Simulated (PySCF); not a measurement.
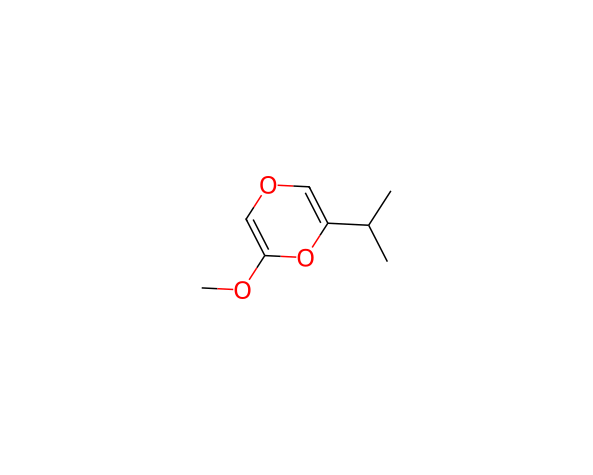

Computed geometry: GFN2-xTB optimisation. No frequency run is at hand to confirm it as a minimum. Level of theory: PBE0/pcSseg-1, gas phase (PySCF 2.14.0).

What does the calculation give?

The species is C8H12O3 (`COC1=COC=C(C(C)C)O1`).
- dipole moment: 2.39 D
- HOMO energy (Kohn–Sham orbital): −5.10 eV
- LUMO energy (Kohn–Sham orbital): 0.36 eV
- HOMO–LUMO gap: 5.47 eV
